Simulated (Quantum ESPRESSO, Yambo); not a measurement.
# Quasiparticle gap of Bi2S2O (P4/nmm) in Yambo, part 3 of 3

How does a plane-wave GW calculation on Bi2S2O (P4/nmm) run from the first input to the gap?

Quantum ESPRESSO 7.5 and Yambo 5.3.0; PBEsol and many-body steps on it, plane waves. Known limits of the many-body steps: not at the basis limit; no spin-orbit coupling; coarse k mesh.

So far. Step 3 (Bands along the symmetry lines): The gap is 0.944 eV, as in the run before at this level. Step 4 (Empty states on the mesh, 4×4×1 mesh, 295 bands): On this mesh the gap is 0.944 eV.

## 5. Conversion and set-up

This step: Yambo 5.3.0; conversion and set-up on PBEsol, plane waves, norm-conserving pseudopotentials.

The states are converted to the many-body program's format and the q mesh is built.

Started as:

```console
$ (cd o/x.save; p2y > p2y.log; mv SAVE ../..); yambo > setup.log
```

Output:

```text
 Yambo, version 5.3.0

 [02] CORE Variables Setup
 =========================

  [02.01] Unit cells
  ==================

  Cell kind             :  Unknown
  Atoms in the cell     :  Bi  S  O
  number of Bi atoms    :   4
  number of S  atoms    :   4
  number of O  atoms    :  2

  List of atomic masses
  Mass of Bi    :  208.9800
  Mass of S     :  32.06000
  Mass of O     :  15.99900

  List of atomic coordinates    : [cc]
  Bi1       :   0.00000   3.73608  23.00698  order 1
  Bi2       :  3.736084  0.000000  3.544769  order 2
  Bi3       :   3.73608   0.00000  15.64145  order 3
  Bi4       :   0.00000   3.73608  10.91030  order 4
  S1       :   3.73608   0.00000  23.74558  order 5
  S2       :  0.000000  3.736084  2.806164  order 6
  S3       :   0.00000   3.73608  18.25399  order 7
  S4       :  3.736084  0.000000  8.297752  order 8
  O1       :   0.00000   0.00000  13.27587  order 9
  O2       :   3.73608   3.73608  13.27587  order 10

  Alat factors          :   7.47217   7.47217  26.55175 [a.u.]
  Direct lattice volume :   1482.47    [a.u.]
  Direct lattice vectors:  A[ 1 ]  A[ 2 ]  A[ 3 ]
   A[ 1 ]:  1.000000  0.000000  0.000000  [iru]
   7.472169  0.000000  0.000000  [cc]
   A[ 2 ]:  0.000000  1.000000  0.000000  [iru]
   0.000000  7.472169  0.000000  [cc]
   A[ 3 ]:  0.000000  0.000000  1.000000  [iru]
    0.00000   0.00000  26.55175  [cc]

  Recip. lattice volume :  0.167322 [a.u.]
  Recip. lattice vectors:  B[ 1 ]  B[ 2 ]  B[ 3 ]
   B[ 1 ]:  1.000000  0.000000  0.000000  [iku]
   0.840878  0.000000  0.000000  [cc]
   B[ 2 ]:  0.000000  1.000000  0.000000  [iku]
   0.000000  0.840878  0.000000  [cc]
   B[ 3 ]:  0.000000  0.000000  1.000000  [iku]
   0.000000  0.000000  0.236639  [cc]

  [02.02] Symmetries
  ==================

  Inversion symmetry    : yes
  Spatial inversion     : no
  Inversion index       :   9
  K-space Time-reversal : yes
  Magnetic symmetries   : no
  Time-reversal derived K-space symmetries:   9  16
  Group table correct   : yes
  Symmetries units      :  [cc]

   [S  1]:  1.000000  0.000000  0.000000  0.000000  1.000000  0.000000  0.000000  0.000000  1.000000
   [S  2]: -1.000000  0.000000  0.000000  0.000000 -1.000000  0.000000  0.000000  0.000000  1.000000
   [S  3]:  0.000000  1.000000  0.000000  1.000000  0.000000  0.000000  0.000000  0.000000 -1.000000
[...]
[S  7]:  0.000000  1.000000  0.000000 -1.000000  0.000000  0.000000  0.000000  0.000000 -1.000000
   [S  8]:  0.000000 -1.000000  0.000000  1.000000  0.000000  0.000000  0.000000  0.000000 -1.000000
   [S* 9]: -1.000000 -0.000000 -0.000000 -0.000000 -1.000000 -0.000000 -0.000000 -0.000000 -1.000000
   [S*10]:  1.000000 -0.000000 -0.000000 -0.000000  1.000000 -0.000000 -0.000000 -0.000000 -1.000000
     [... 4 further rows ...]
   [S*15]: -0.000000 -1.000000 -0.000000  1.000000 -0.000000 -0.000000 -0.000000 -0.000000  1.000000
[...]
BZ  K-points                                      :  16

  K/Q-points units:
  rlu = crystal or reduced units; cc = cartesian coordinates; iku = interal k-units

  K [1]          [rlu]:  0.000000  0.000000  0.000000
         WF components:  16621
  K [2]          [rlu]:  0.000000  0.250000  0.000000
         WF components:  16605
  K [3]          [rlu]:  0.000000 -0.500000  0.000000
         WF components:  16560
  K [4]          [rlu]:  0.250000  0.250000  0.000000
         WF components:  16593
  K [5]          [rlu]:  0.250000 -0.500000  0.000000
         WF components:  16594
  K [6]          [rlu]: -0.500000 -0.500000  0.000000
         WF components:  16556

  [02.05] Energies & Occupations
  ==============================

  [X] === General ===
  [X] Electronic Temperature                        :  0.000000  0.000000 [eV K]
  [X] Bosonic    Temperature                        :  0.000000  0.000000 [eV K]
  [X] Finite Temperature mode                       : no
  [X] El. density                                   :  0.58267E+24 [cm-3]
  [X] Fermi Level                                   :  9.596521 [eV]

  [X] === Gaps and Widths ===
  [X] Conduction Band Min                           :  0.944472 [eV]
  [X] Valence Band Max                              :  0.000000 [eV]
  [X] Filled Bands                                  :   64
  [X] Empty Bands                                   :   65  295
  [X] Direct Gap                                    :  0.944472 [eV]
  [X] Direct Gap localized at k                     :  3
  [X] Indirect Gap                                  :  0.944472 [eV]
  [X] Indirect Gap between kpts                     :  3  3
  [X] Last valence band width                       :  1.169684 [eV]
  [X] 1st conduction band width                     :  1.913087 [eV]

  E @ K [1]:  [eV]
  -153.3805 -153.3804 -153.0732 -153.0731  -91.4322  -91.4322  -91.4322  -91.4322
[...]
[... 4 further rows ...]
[...]
occ @ K [1]
[...]
[... 4 further rows ...]
[...]
E @ K [2]:  [eV]
[...]
occ @ K [2]
[...]
E @ K [3]:  [eV]
[...]
occ @ K [3]
[...]
E @ K [4]:  [eV]
[...]
occ @ K [4]
[...]
E @ K [5]:  [eV]
[...]
occ @ K [5]
[...]
E @ K [6]:  [eV]
[...]
[... 4 further rows ...]
[...]
occ @ K [6]
[...]
[... 4 further rows ...]
   0.000000  0.000000  0.000000  0.000000  0.000000  0.000000  0.000000  0.000000
   0.000000  0.000000  0.000000  0.000000  0.000000  0.000000  0.000000  0.000000

 [03] Transferred momenta grid and indexing
 ==========================================

 IBZ Q-points                                      :   6
 BZ  Q-points                                      :  16

 K/Q-points units:
 rlu = crystal or reduced units; cc = cartesian coordinates; iku = interal k-units

 Q [1]          [rlu]:  0.000000  0.000000  0.000000
 Q [2]          [rlu]:  0.000000  0.250000  0.000000
 Q [3]          [rlu]:  0.000000 -0.500000  0.000000
 Q [4]          [rlu]:  0.250000  0.250000  0.000000
 Q [5]          [rlu]:  0.250000 -0.500000  0.000000
 Q [6]          [rlu]: -0.500000 -0.500000  0.000000

  [03.01] X indexes
  =================

   [03.01.01] Sigma indexes
   ========================

 [06] Game Over & Game summary
```

Run time: 3.2 s. Hardware: 1 MPI rank of Arm Neoverse V2, shared host; peak memory 0.26 GiB.

## 6. Screening and self-energy, 4×4×1 mesh, 295 bands, screening to 115.6 eV

G0W0 replaces the xc potential by the self-energy, built once from these orbitals. Only a window of levels is corrected, while the sums run over the empty bands that the input names.

This step: G0W0 on PBEsol, plane waves, norm-conserving pseudopotentials.

gw1.in reads:

```
HF_and_locXC
gw0
dyson
ppa
em1d
rim_cut
RandQpts= 1000000
RandGvec= 1 RL
EXXRLvcs= 76 Ry
VXCRLvcs= 304 Ry
Chimod= "HARTREE"
% BndsRnXp
 1 | 295 |
%
NGsBlkXp= 8.5 Ry
% LongDrXp
 1 | 1 | 1 |
%
% GbndRnge
 1 | 295 |
%
DysSolver= "n"
ExtendOut
PPAPntXp= 27.21138 eV
% QPkrange
 1 | 6 | 55 | 70 |
%
```

Started as:

```console
$ OMP_NUM_THREADS=1 mpirun -n 4 yambo -F gw1.in -J gw1 -C gw1 > gw1.log
```

Output:

```text
 Yambo, version 5.3.0

 [02] CORE Variables Setup
 =========================

  [... cell, symmetries and grids as in the set-up ...]

  [02.05] Energies & Occupations
  ==============================

  [X] === General ===
  [X] Electronic Temperature                        :  0.000000  0.000000 [eV K]
  [X] Bosonic    Temperature                        :  0.000000  0.000000 [eV K]
  [X] Finite Temperature mode                       : no
  [X] El. density                                   :  0.58267E+24 [cm-3]
  [X] Fermi Level                                   :  9.596521 [eV]

  [X] === Gaps and Widths ===
  [X] Conduction Band Min                           :  0.944472 [eV]
  [X] Valence Band Max                              :  0.000000 [eV]
  [X] Filled Bands                                  :   64
  [X] Empty Bands                                   :   65  295
  [X] Direct Gap                                    :  0.944472 [eV]
  [X] Direct Gap localized at k                     :  3
  [X] Indirect Gap                                  :  0.944472 [eV]
  [X] Indirect Gap between kpts                     :  3  3
  [X] Last valence band width                       :  1.169684 [eV]
  [X] 1st conduction band width                     :  1.913087 [eV]

 [03] Transferred momenta grid and indexing
 ==========================================

 IBZ Q-points                                      :   6
 BZ  Q-points                                      :  16

 K/Q-points units:
 rlu = crystal or reduced units; cc = cartesian coordinates; iku = interal k-units

 Q [1]          [rlu]:  0.000000  0.000000  0.000000
 Q [2]          [rlu]:  0.000000  0.250000  0.000000
 Q [3]          [rlu]:  0.000000 -0.500000  0.000000
 Q [4]          [rlu]:  0.250000  0.250000  0.000000
 Q [5]          [rlu]:  0.250000 -0.500000  0.000000
 Q [6]          [rlu]: -0.500000 -0.500000  0.000000

 [04] Coloumb potential Random Integration (RIM)
 ===============================================

  [04.01] RIM initialization
  ==========================

  * Diagonal components only detected *

  8 x (sBL volume)        :  0.083661 [a.u.]
  sBZ random points       :  1000000
  Points outside the sBZ  :   7992674
  RL volume               :  0.167322 [a.u.]
  Integrated volume       :  0.167475 [a.u.]

  [04.02] RIM integrals
  =====================

  Gamma point sphere radius             :  0.079334 [a.u.]
  Points outside the sphere             :   799819
  [Int_sBZ(q=0) 1/q^2]*(Vol_sBZ)^(-1/3) =:  7.665912
                                 should be <:  7.795600

  Summary of Coulomb integrals for non-metallic bands |Q|[au] RIM/Bare

  Q [1] 0.100000E-4 0.983364 * Q [2] 0.210220 1.025956
  Q [4] 0.297295 1.037230 * Q [3] 0.420439 1.013193
  Q [5] 0.470065 1.013054 * Q [6] 0.594591 1.008378

 [05] Dipoles
 ============

  [05.01] Setup: observables and procedures
  =========================================

  [WARNING] [x,Vnl] slows the Dipoles computation. To neglect it rename the ns.kb_pp file

 [06] Dynamic Dielectric Matrix (PPA)
 ====================================

 [WR./gw1//ndb.pp]---------------------------------------------------------------
  Brillouin Zone Q/K grids (IBZ/BZ)                :   6  16   6  16
  RL vectors                                       :  19739 [WF]
  Coulomb cutoff potential                         : none
  Electronic Temperature                           :  0.000000 [K]
  Bosonic    Temperature                           :  0.000000 [K]
  PPA    diel. fun.  energies                      : Perdew, Burke & Ernzerhof SOL(X)+Perdew, Burke & Ernzerhof SOL(C)
  wavefunctions                                    : Perdew, Burke & Ernzerhof SOL(X)+Perdew, Burke & Ernzerhof SOL(C)
  Global Gauge                                     : length
  X matrix size                                    :   581
  X band range                                     :    1  295
  X e/h energy range                               : -1.000000 -1.000000 [eV]
  X Time ordering                                  : R
  X Hxc Kernel                                     : HARTREE
  X Drude frequency                                :  0.000000  0.000000
  X poles                                          :  100.0000 [o/o]
  RL vectors in the sum                            :  19739
  [r,Vnl] included                                 : yes
  Field direction                                  :  0.577350E-5  0.577350E-5  0.577350E-5
  BZ energy Double Grid                            : no
  BZ energy DbGd points                            : 0
  BZ Q point size factor                           : -1.000000
  X Optical Averaged directions                    : none

 [07] Local Exchange-Correlation + Non-Local Fock
 ================================================

 [VXC] Plane waves :  132683
 [EXS] Plane waves :  16637

 QP @ state[ 1 ] K range:   1   6
 QP @ state[ 1 ] b range:   55   70

 [xc] Functional : Perdew, Burke & Ernzerhof SOL(X)+Perdew, Burke & Ernzerhof SOL(C)
 [xc] LIBXC used to calculate xc functional
  PP Number of Atomic Species                      :  3
  NLCC RL compoments                               :  132683
  PP Number of Atomic Species                      :  3
  NLCC RL compoments                               :  132683

 [xc] E_xc :  -83.14300 [Ha]
      E_xc :  -166.2860 [Ry]

  Local XC kind (lXC) : Perdew, Burke & Ernzerhof SOL(X)+Perdew, Burke & Ernzerhof SOL(C)
  Non-Local XC kind (nlXC) : Hartree-Fock

  Corrections @ K [1] :  [eV]
 <55|nlXC|55> = -23.92282  0.22149E-16 <55|lXC|55> = -18.92861  0.37763E-15
 <56|nlXC|56> = -23.17159  0.12786E-17 <56|lXC|56> = -18.55927  0.000000
 <57|nlXC|57> = -23.17118  0.15905E-18 <57|lXC|57> = -18.55927  0.18882E-15
 <58|nlXC|58> = -21.23022 -0.44498E-17 <58|lXC|58> = -17.53404  0.000000
 <59|nlXC|59> = -15.93231  0.17263E-17 <59|lXC|59> = -13.02138  0.000000
 <60|nlXC|60> = -15.93226  0.34266E-18 <60|lXC|60> = -13.02138  0.000000
 <61|nlXC|61> = -15.43261 -0.42305E-17 <61|lXC|61> = -12.62440  0.000000
 <62|nlXC|62> = -15.62715  0.81315E-17 <62|lXC|62> = -13.30230  0.37763E-15
 <63|nlXC|63> = -16.09704 -0.40818E-17 <63|lXC|63> = -13.16996 -0.18882E-15
 <64|nlXC|64> = -16.09681  0.13583E-17 <64|lXC|64> = -13.16996  0.000000
[...]
Corrections @ K [2] :  [eV]
[...]
Corrections @ K [3] :  [eV]
[...]
Corrections @ K [4] :  [eV]
[...]
Corrections @ K [5] :  [eV]
[...]
Corrections @ K [6] :  [eV]
[...]
<66|nlXC|66> = -7.923137  0.14735E-17 <66|lXC|66> = -11.90625 -0.23602E-16
 <67|nlXC|67> = -8.279425 -0.43343E-18 <67|lXC|67> = -12.75680 -0.23602E-16
 <68|nlXC|68> = -8.279337  0.59982E-18 <68|lXC|68> = -12.75680 -0.28323E-15
 <69|nlXC|69> = -8.486086 -0.89323E-18 <69|lXC|69> = -12.99916  0.11801E-16
 <70|nlXC|70> = -8.486086 -0.33644E-18 <70|lXC|70> = -12.99916  0.47204E-16

  [07.01] Hartree-Fock occupations report
  =======================================

  [Hartree-Fock] === General ===
  [Hartree-Fock] Electronic Temperature             :  0.000000  0.000000 [eV K]
  [Hartree-Fock] Bosonic    Temperature             :  0.000000  0.000000 [eV K]
  [Hartree-Fock] Finite Temperature mode            : no
  [Hartree-Fock] El. density                        :  0.58267E+24 [cm-3]
  [Hartree-Fock] Fermi Level                        :  9.596521 [eV]

  [Hartree-Fock] === Gaps and Widths ===
  [Hartree-Fock] Conduction Band Min                :  3.991264 [eV]
  [Hartree-Fock] Valence Band Max                   : -1.095701 [eV]
  [Hartree-Fock] Filled Bands                       :   64
  [Hartree-Fock] Empty Bands                        :   65  295
  [Hartree-Fock] Direct Gap                         :  5.086965 [eV]
  [Hartree-Fock] Direct Gap localized at k          :  3
  [Hartree-Fock] Indirect Gap                       :  5.086965 [eV]
  [Hartree-Fock] Indirect Gap between kpts          :  3  3
  [Hartree-Fock] Last valence band width            :  2.906791 [eV]
  [Hartree-Fock] 1st conduction band width          :  2.849410 [eV]

 [08] Dyson equation: Newton solver
 ==================================

  [08.01] G0W0 (W PPA)
  ====================

  [  GW  ] Bands range     :    1  295
  [GW/PPA] G damping       :  0.100000 [eV]

  QP @ state[ 1 ] K range:   1   6
  QP @ state[ 1 ] b range:   55   70

   Sc/G bands                                       :    1  295
   Sc/G damping                                     :  0.100000 ev
   Sc bands terminator                              : no
   Sx RL components                                 :  16637

   QP @ state[ 1 ] K range                          :   1   6
   QP @ state[ 1 ] b range                          :   55   70
   GF energies kind                                 : Perdew, Burke & Ernzerhof SOL(X)+Perdew, Burke & Ernzerhof SOL(C)
   GF WF`s kind                                     : Perdew, Burke & Ernzerhof SOL(X)+Perdew, Burke & Ernzerhof SOL(C)
   Xs energies kind                                 : Perdew, Burke & Ernzerhof SOL(X)+Perdew, Burke & Ernzerhof SOL(C)
   Xs WF`s kind                                     : Perdew, Burke & Ernzerhof SOL(X)+Perdew, Burke & Ernzerhof SOL(C)

 [11] Game Over & Game summary
```

The job ended after 32 min (4 MPI ranks; peak memory 5.6 GiB).

Numbers from this step:

```
G0W0 gap on the mesh                         : 1.308 eV
starting gap on the mesh                     : 0.9445 eV
k of the valence top                         : 0, -0.5, 0
k of the conduction bottom                   : 0, -0.5, 0
least direct G0W0 gap on the computed points : 1.308 eV
Z at the valence top                         : 0.7906
Z at the conduction bottom                   : 0.8033
```

The gap on the mesh goes from 0.94 eV to 1.31 eV, a correction of +0.36 eV.

Limits: finite bands, cutoff and mesh; no spin-orbit coupling; coarse k mesh. v1 is the top filled band, c1 the lowest empty one. The levels before and after the correction (eV, zero at the valence-band top of each column):

```
           conduction bottom  valence top
Kohn-Sham               0.94         0.00
     G0W0               1.31         0.00
```

```csv
,level,energy (eV)
Kohn-Sham,(0 -0.5 0) v4-v3,-0.473
Kohn-Sham,(0 -0.5 0) v2-v1,0.000
Kohn-Sham,(0 -0.5 0) c1-c2,0.944
Kohn-Sham,(0 -0.5 0) c3-c4,1.501
G0W0,(0 -0.5 0) v4-v3,-0.527
G0W0,(0 -0.5 0) v2-v1,0.000
G0W0,(0 -0.5 0) c1-c2,1.308
G0W0,(0 -0.5 0) c3-c4,1.957
```

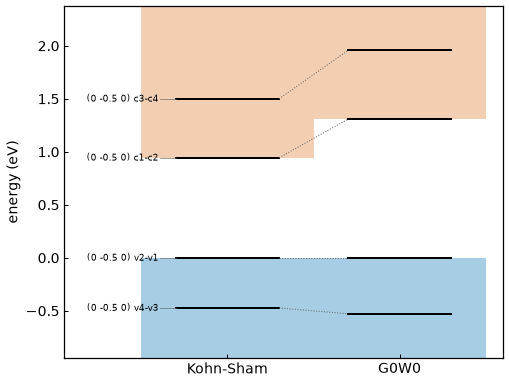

Levels before and after the correction. Shaded: valence and conduction bands.

## 7. Where the time went

Times are wall times on the hardware named with each run, good to a factor of about two.

```
                          step     time  share  memory (GiB)
                  ground state  2.9 min    7 %           1.4
bands along the symmetry lines  2.3 min    6 %          0.88
      empty states on the mesh  2.3 min    6 %           2.0
         conversion and set-up    3.2 s    0 %          0.26
     screening and self-energy   32 min   81 %           5.6
```

## 8. Outcome

```yaml
pbesol_gap: 0.94 eV, direct
g0w0_gap_on_the_mesh: 1.31 eV
gw_settings: 4×4×1 mesh, 295 bands, screening to 115.6 eV, Godby-Needs plasmon pole
known_limits: not at the basis limit; no spin-orbit coupling; coarse k mesh
```

In words: G0W0 moves the gap on the mesh from 0.94 eV to 1.31 eV (+0.36 eV), with Z of 0.79 and 0.80 at the edges. The dearest step here is «screening and self-energy». Bands and cutoff are finite, so the gap is not at the basis limit. The miss can reach some tenths of an eV and take either sign; the mesh is an error of its own. The 4×4×1 mesh is coarse for this cell, which bears on the long-range parts of exchange and screening. Where an edge is built on 6p states of lead, bismuth or thallium, scalar-relativistic gaps usually stand too wide, by a few tenths to over one eV. The many-body steps are scalar-relativistic: spin-orbit coupling is not in them.

[Paths, hosts, dates, memory and timing lines, banners, echoed tables and standing remarks are left out of the program output.]

[Logs are printed without paths, hosts, clocks, repeated set-up lines and the standing remarks that a program may print on its own settings, such as how far it seeks lower states.]

[Runs of the session that timed out or met a known fault of the program may be left out.]

[Hosts, paths, dates, database ids (printed as entryN), source tags and the programs' standing remarks are cut or masked in the printed files.]
